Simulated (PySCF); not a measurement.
Energy and gradient calculation, with input and output: Al2H4Cl2

- system: Al2H4Cl2, SMILES [AlH2-]1[Cl+][AlH2-][Cl+]1
- method: B3LYP/6-31G*, RKS (PySCF 2.14.0)

The geometry comes from this level: PBE0-D4/def2-TZVP.

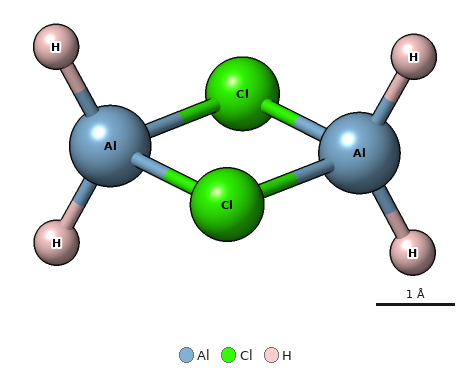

The input geometry (ball-and-stick view, seen at a tilt). Sticks mark near contacts. Bond lengths as drawn: Al–Cl 2.30 Å and Al–H 1.57 Å.

**Input file (input.py)**
```python
import pyscf.grad
from pyscf import gto, dft

mol = gto.M(
    atom='geometry.xyz',
    spin=0,
    basis='6-31g*',
    max_memory=1860,
    verbose=3,
)

myscf = dft.RKS(mol)
myscf.xc = 'b3lyp'
myscf.grids.level = 5
myscf.conv_tol = 1e-10
myscf.kernel()
if not myscf.converged:
    myscf = myscf.newton().run(myscf.mo_coeff, myscf.mo_occ)

e_tot = myscf.e_tot
print('E(%s) = %.9f' % ('B3LYP', e_tot))
grad = myscf.Gradients().kernel()
dip = myscf.dip_moment()
pop, q = myscf.mulliken_pop()
```

**File geometry.xyz**
```
8

Al    -0.642700     1.470000    -0.183400
Cl     1.320400     0.665200     0.704600
Al     0.642800    -1.470000     0.183200
Cl    -1.325100    -0.666000    -0.694700
H     -0.304000     2.211100    -1.528700
H     -1.534500     1.999500     0.999000
H      1.532800    -1.989800    -1.005000
H      0.310400    -2.220000     1.525100
```

Machine: 1 thread of Intel Xeon @ 2.50GHz (Skylake/Cascade Lake), 189 GiB of memory available, shared host.

Launch command:
```bash
OMP_NUM_THREADS=1 python input.py
```

**Log**
```
converged SCF energy = -1407.80072671421
E(B3LYP) = -1407.800726714
--------------- RKS gradients ---------------
         x                y                z
0 Al     0.0027996221    -0.0064352518     0.0008041254
1 Cl    -0.0045123541    -0.0022664290    -0.0023925133
2 Al    -0.0028370602     0.0064278648    -0.0007719341
3 Cl     0.0045300873     0.0022799676     0.0023884039
4 H    -0.0002903988     0.0000143387     0.0005376330
5 H     0.0002411194     0.0001048831    -0.0005526201
6 H    -0.0002211430    -0.0001191095     0.0005299091
7 H     0.0002902049    -0.0000063528    -0.0005430384
----------------------------------------------
Dipole moment(X, Y, Z, Debye): -0.00092, -0.00041,  0.00099
 ** Mulliken pop  **
pop of  0 Al 1s           1.99973
pop of  0 Al 2s           1.99606
pop of  0 Al 3s           0.89336
pop of  0 Al 4s           0.14440
pop of  0 Al 2px          1.98676
pop of  0 Al 2py          1.98652
pop of  0 Al 2pz          1.98930
pop of  0 Al 3px          0.33144
pop of  0 Al 3py          0.34510
pop of  0 Al 3pz          0.58132
pop of  0 Al 4px          0.02689
pop of  0 Al 4py          0.00395
pop of  0 Al 4pz          0.12514
pop of  0 Al 3dxy         0.03548
pop of  0 Al 3dyz         0.04808
pop of  0 Al 3dz^2        0.03584
pop of  0 Al 3dxz         0.04430
pop of  0 Al 3dx2-y2      0.03796
pop of  1 Cl 1s           1.99964
pop of  1 Cl 2s           1.99706
pop of  1 Cl 3s           1.40654
pop of  1 Cl 4s           0.54248
pop of  1 Cl 2px          1.99093
pop of  1 Cl 2py          1.99035
pop of  1 Cl 2pz          1.99170
pop of  1 Cl 3px          1.21900
pop of  1 Cl 3py          1.18711
pop of  1 Cl 3pz          1.28005
pop of  1 Cl 4px          0.52692
pop of  1 Cl 4py          0.48325
pop of  1 Cl 4pz          0.61184
pop of  1 Cl 3dxy         0.00305
pop of  1 Cl 3dyz         0.00178
pop of  1 Cl 3dz^2        0.00149
pop of  1 Cl 3dxz         0.00253
pop of  1 Cl 3dx2-y2      0.00363
pop of  2 Al 1s           1.99973
pop of  2 Al 2s           1.99606
pop of  2 Al 3s           0.89336
pop of  2 Al 4s           0.14440
pop of  2 Al 2px          1.98675
pop of  2 Al 2py          1.98653
pop of  2 Al 2pz          1.98931
pop of  2 Al 3px          0.33064
pop of  2 Al 3py          0.34541
pop of  2 Al 3pz          0.58177
pop of  2 Al 4px          0.02642
pop of  2 Al 4py          0.00415
pop of  2 Al 4pz          0.12542
pop of  2 Al 3dxy         0.03522
pop of  2 Al 3dyz         0.04830
pop of  2 Al 3dz^2        0.03578
pop of  2 Al 3dxz         0.04415
pop of  2 Al 3dx2-y2      0.03820
pop of  3 Cl 1s           1.99964
pop of  3 Cl 2s           1.99706
pop of  3 Cl 3s           1.40654
pop of  3 Cl 4s           0.54246
pop of  3 Cl 2px          1.99092
pop of  3 Cl 2py          1.99035
pop of  3 Cl 2pz          1.99171
pop of  3 Cl 3px          1.21853
pop of  3 Cl 3py          1.18707
pop of  3 Cl 3pz          1.28057
pop of  3 Cl 4px          0.52615
pop of  3 Cl 4py          0.48314
pop of  3 Cl 4pz          0.61264
pop of  3 Cl 3dxy         0.00307
pop of  3 Cl 3dyz         0.00176
pop of  3 Cl 3dz^2        0.00150
pop of  3 Cl 3dxz         0.00250
pop of  3 Cl 3dx2-y2      0.00365
pop of  4 H 1s            0.49489
pop of  4 H 2s            0.57962
pop of  5 H 1s            0.49488
pop of  5 H 2s            0.57967
pop of  6 H 1s            0.49487
pop of  6 H 2s            0.57967
pop of  7 H 1s            0.49489
pop of  7 H 2s            0.57965
 ** Mulliken atomic charges  **
charge of    0Al =      0.38837
charge of    1Cl =     -0.23935
charge of    2Al =      0.38840
charge of    3Cl =     -0.23928
charge of    4H =     -0.07451
charge of    5H =     -0.07455
charge of    6H =     -0.07454
charge of    7H =     -0.07454
```

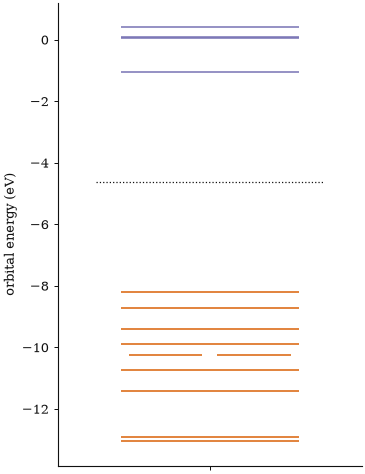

Orbital energies near the frontier; the dotted line parts filled from empty levels, and levels within 0.02 eV of each other stand side by side. Highest filled −8.21 eV, lowest empty −1.04 eV, 7.17 eV apart.

**Results in brief**

```json
{"quantity": "outcome", "value": "converged"}
{"quantity": "total energy", "value": "−1407.800727 hartree"}
{"quantity": "basis functions", "value": "80"}
{"quantity": "largest force", "value": "0.363 eV/Å"}
{"quantity": "HOMO", "value": "−8.21 eV"}
{"quantity": "LUMO", "value": "−1.04 eV"}
{"quantity": "dipole moment", "value": "0.00 D"}
{"quantity": "wall time", "value": "59 s"}
{"quantity": "peak memory", "value": "0.78 GiB"}
```
